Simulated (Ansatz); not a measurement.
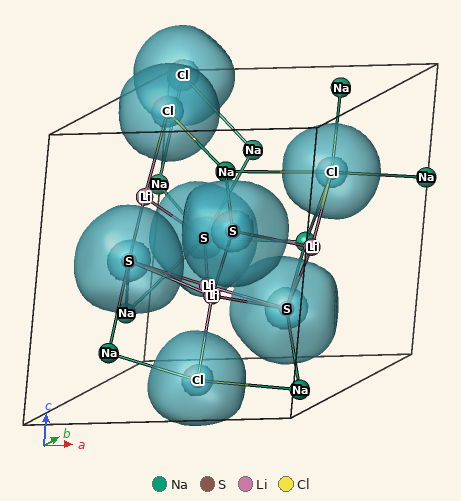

Figure 1: Na₂LiSCl (amorphous cell). Isosurface of the ELF at 0.7 (cyan), seen slightly off an axis. Core shells and regions of very low density are left out. Sticks mark near contacts.

Computed with Ansatz 0.2.0, DFT PBE+D3(BJ), scalar-relativistic, plane waves, PAW.

```
Na S Li Cl
1.0
     7.55766    0.06032    0.46096
     0.04836    7.42161    0.78966
     0.48208    0.84029    7.45706
Na S Li Cl
8 4 4 4
Direct
  0.00454 0.97736 0.61351
  0.06235 0.66082 0.23816
  0.71728 0.83121 0.96206
  0.24160 0.12598 0.21468
  0.88239 0.32975 0.02835
  0.51416 0.36682 0.78020
  0.34131 0.98870 0.72131
  0.63768 0.83217 0.43240
  0.20603 0.31218 0.49212
  0.71392 0.54141 0.26467
  0.27035 0.80110 0.46104
  0.67954 0.09223 0.63207
  0.55464 0.25300 0.37658
  0.14317 0.54349 0.66256
  0.86541 0.36085 0.51295
  0.40198 0.56246 0.34626
  0.58742 0.11873 0.11391
  0.81939 0.58198 0.72304
  0.05400 0.98834 0.98526
  0.22562 0.48748 0.96774
```

Describe the localisation domains.

Answer. At this value the surface marks out four regions wrapped around Cl (the valence shell of each) and four regions wrapped around S (the valence shell of each), counted in one cell of 20 atoms. Any copies at cell faces, edges or corners count once. Profiles from the grid: Li–S (2.30 Å): the ELF peaks at about 0.90 in the valence shell of S, 0.9 Å from its nucleus, and falls to about 0.05 next to Li (a closed-shell, largely ionic contact). Li–Cl (2.39 Å): the ELF peaks at about 0.90 in the valence shell of Cl, 0.8 Å from its nucleus, and falls to about 0 next to Li (a closed-shell, largely ionic contact).

Metal or insulator at this level of theory?

Answer. It is gapped, with a Kohn–Sham gap of 2.4 eV on the k-point mesh (the band edges may lie off the mesh, which would make the gap smaller).
